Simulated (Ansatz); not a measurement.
# C2HF2Ge (SMILES C#[C][Ge]([F])[F]) at UMP2/6-31G(d) (spherical functions)

What is the electronic atomisation energy of C2HF2Ge at UMP2/6-31G* (spherical functions)? 

Program for the calculation: Ansatz 0.2.0.

69 further runs of the same task are left out: 69 set aside as unsound or not needed.

## (1) The structure to begin with

The species is C2HF2Ge (6 atoms), meant as a doublet with charge 0. SMILES: `C#[C][Ge]([F])[F]`. Geometry: relaxed at PBE0-D4/def2-TZVP.

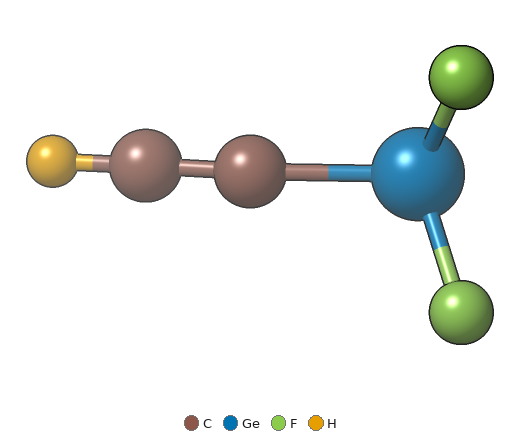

The structure, seen from a chosen angle (carbon brown, germanium blue, fluorine green, hydrogen amber).

## (2) The energy at UMP2/6-31G(d) (spherical functions)

job.yaml

```yaml
basis:
  gaussian:
    orbitals: 6-31G_st_-spherical.json
crystal:
  periodic: [false, false, false]
  atoms:
    - {symbol: C, position_ang: [-0.190100, 0.518400, 1.692900]}
    - {symbol: C, position_ang: [-0.131400, 0.204200, 0.530300]}
    - {symbol: Ge, position_ang: [-0.289600, -0.139700, -1.323100]}
    - {symbol: F, position_ang: [-0.276600, -1.850600, -1.565100]}
    - {symbol: F, position_ang: [1.142900, 0.424100, -2.108200]}
    - {symbol: H, position_ang: [-0.213200, 0.779700, 2.727000]}
magnetization:
  spin_polarized: true
  initial_magnetization: 1
correlation:
  method: mp2
  frozen_orbitals: {C: 1, F: 1, Ge: 9, H: 0}
accuracy: high
```

The basis set 6-31G* is read from a file made from the Basis Set Exchange's data (not shown).

On the command line:

```console
$ ansatz run job.yaml --threads 1 --pin off --max-ram 3480MiB --events-out events.jsonl --progress --plain --runs-dir runs
```

The program printed:

```text
Warning: RAYON_NUM_THREADS=1 ignored (pool sized by the plan → 1); use --threads N
Functional definition: HF
  name "HF"
  exchange = exact_x
  correlation = 0
1871 factors; integrals over basis functions are off by at most 9.0e-9 eV
mean field evaluation 1: about -63949.7874 eV, gradient 2.8e1 eV
mean field evaluation 2: about -63949.8002 eV, gradient 2.8e1 eV
mean field evaluation 4: about -63953.3970 eV, gradient 2.7e0 eV
mean field evaluation 8: about -63953.4912 eV, gradient 2.5e-1 eV
mean field evaluation 16: about -63953.4932 eV, gradient 2.6e-8 eV
mean field evaluation 32: about -63950.2637 eV, gradient 5.1e0 eV
mean field -63953.49323908 eV, -2350.2475273014 hartree, gradient 2.6e-8 eV, S^2 0.762267; 3 other end points of the search recorded, 0 dependent functions left out
13 core orbitals not correlated: weight in the atoms' cores, before any rotation towards them, 1.000 or more for the frozen orbitals, at most 0.000 for the correlated occupied ones
reference -63953.49323908 eV, -2350.2475273014 hartree; 19, 18 occupied and 58, 59 virtual orbitals, 1871 factors
second order -22.34040581 eV of doubles, -0.00000000 eV of singles
Total energy: -63975.83364488 eV, -2351.0685220719 hartree
```

It took 9.3 s on 1 thread of Arm Neoverse V2, shared host; peak memory 0.37 GiB.

## (3) The C atom, same level

molecule.yaml

```yaml
basis:
  gaussian: {orbitals: 6-31G_st_-spherical.json}
crystal:
  periodic: [false, false, false]
  atoms:
    - {symbol: C, position_ang: [0.000000, 0.000000, 0.000000]}
magnetization: {spin_polarized: true, initial_magnetization: 2}
correlation: {method: mp2, frozen_orbitals: {C: 1}}
accuracy: high
```

The basis set 6-31G* is read from a file made from the Basis Set Exchange's data (not shown).

Run the same way, it converges to -37.73144 Eh (log not shown).

## (4) The F atom

run.yaml

```yaml
crystal:
  periodic: [false, false, false]
  atoms:
    - {symbol: F, position_ang: [0.000000, 0.000000, 0.000000]}
basis:
  gaussian:
    orbitals: 6-31G_st_-spherical.json
magnetization:
  spin_polarized: true
  initial_magnetization: 1
correlation:
  method: mp2
  frozen_orbitals: {F: 1}
accuracy: high
```

The basis set 6-31G* is read from a file made from the Basis Set Exchange's data (not shown).

Run the same way, it converges to -99.48533 Eh (log not shown).

## (5) The Ge atom, same level

run.yaml

```yaml
crystal:
  periodic: [false, false, false]
  atoms:
    - {symbol: Ge, position_ang: [0.000000, 0.000000, 0.000000]}
basis:
  gaussian: {orbitals: 6-31G_st_-spherical.json}
magnetization: {spin_polarized: true, initial_magnetization: 2}
correlation: {method: mp2, frozen_orbitals: {Ge: 9}}
accuracy: high
```

The basis set 6-31G* is read from a file made from the Basis Set Exchange's data (not shown).

On the command line:

```console
$ ansatz run run.yaml --threads 1 --pin off --max-ram 3480MiB --events-out events.jsonl --progress --plain --runs-dir runs
```

The program printed, cut to the lines that bear on the results:

```text
Warning: RAYON_NUM_THREADS=1 ignored (pool sized by the plan → 1); use --threads N
[... 2 set-up lines as earlier in the session ...]
[...]
301 factors; integrals over basis functions are off by at most 3.7e-9 eV
[...]
mean field -56464.59794145 eV, -2075.0357012693 hartree, gradient 2.5e-8 eV, S^2 2.007954; 3 other end points of the search recorded, 0 dependent functions left out
9 core orbitals not correlated: weight in the atoms' cores, before any rotation towards them, 1.000 or more for the frozen orbitals, at most 0.000 for the correlated occupied ones
reference -56464.59794145 eV, -2075.0357012693 hartree; 8, 6 occupied and 15, 17 virtual orbitals, 301 factors
second order -5.54541466 eV of doubles, -0.00000000 eV of singles
Total energy: -56470.14335611 eV, -2075.2394914991 hartree
```

Run time: 0.3 s. Hardware: 1 thread of Arm Neoverse V2, shared host.

## (6) The H atom: a single-point energy at UHF/6-31G(d) (spherical functions)

molecule.yaml

```yaml
crystal:
  periodic: [false, false, false]
  atoms:
    - {symbol: H, position_ang: [0.000000, 0.000000, 0.000000]}
basis:
  gaussian:
    orbitals: "6-31G*"
magnetization:
  spin_polarized: true
  initial_magnetization: 1
hamiltonian:
  xc: hf
accuracy: high
```

On the command line:

```console
$ ansatz run molecule.yaml --threads 1 --pin off --max-ram 3480MiB --events-out events.jsonl --progress --plain --runs-dir runs
```

The program printed:

```text
Warning: RAYON_NUM_THREADS=1 ignored (pool sized by the plan → 1); use --threads N
[... 4 set-up lines as earlier in the session ...]
3 factors; integrals over basis functions are off by at most 5.4e-10 eV
mean field evaluation 1: about -13.5385 eV, gradient 1.4e0 eV
mean field evaluation 2: about -13.5385 eV, gradient 1.4e0 eV
mean field evaluation 4: about -13.5577 eV, gradient 3.5e-5 eV
mean field evaluation 8: about -13.5576 eV, gradient 2.4e-12 eV
mean field -13.55760813 eV, -0.4982329092 hartree, gradient 4.4e-8 eV, S^2 0.750000; 0 other end points of the search recorded, 0 dependent functions left out
reference -13.55760813 eV, -0.4982329092 hartree; 1, 0 occupied and 1, 2 virtual orbitals, 3 factors
Total energy: -13.55760813 eV, -0.4982329092 hartree
```

It took 0.04 s on 1 thread of Arm Neoverse V2, shared host.

## (7) What came out

Level: UMP2/6-31G* (spherical functions), 13 core orbitals frozen.

```
                                              quantity           value
                                molecule: total energy  -2351.06852 Eh
molecule: correlation energy (13 core orbitals frozen)      -821.0 mEh
           molecule: ⟨S²⟩ of the reference determinant           0.762
                                  C atom: total energy    -37.73144 Eh
    C atom: correlation energy (1 core orbital frozen)       -50.9 mEh
             C atom: ⟨S²⟩ of the reference determinant           2.005
                                  F atom: total energy    -99.48533 Eh
    F atom: correlation energy (1 core orbital frozen)      -121.9 mEh
             F atom: ⟨S²⟩ of the reference determinant           0.753
                                 Ge atom: total energy  -2075.23949 Eh
  Ge atom: correlation energy (9 core orbitals frozen)      -203.8 mEh
            Ge atom: ⟨S²⟩ of the reference determinant           2.008
                                  H atom: total energy     -0.49823 Eh
                                          H atom: ⟨S²⟩           0.750
                         electronic atomisation energy       24.416 eV
```

In words: Taking the molecule apart into free atoms costs 24.42 eV (563 kcal/mol), before zero-point energy and without spin-orbit coupling.
